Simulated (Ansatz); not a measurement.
The starting structures come from a database of crystals and need not be the phases stable at ambient conditions.

 Where the default PAW files enter, the runs use the earlier of Ansatz's two default sets.

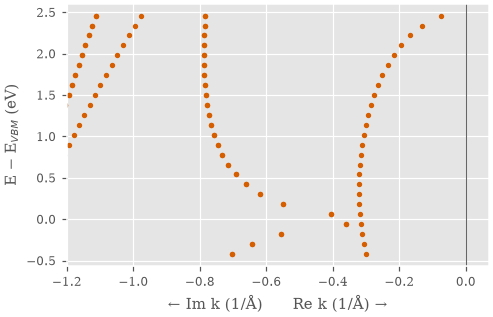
*Complex bands at the centre of the two-dimensional zone; r2SCAN in Ansatz (an electronic-structure program)*

No gap correction and no spin-orbit coupling; mid-gap values are interpolated between computed energies.

**Question.** This is Li4NCl (R-3m, not sure to be the ambient phase, 6 atoms a cell, 12.4 Å³ an atom) along the normal of (001). Read off the slowest decay at the centre of the two-dimensional zone at 1.14 eV, the computed energy nearest the middle of the gap.

**Answer.** κ ≈ 0.30 1/Å, a decay length 1/(2κ) of the density of 1.7 Å.
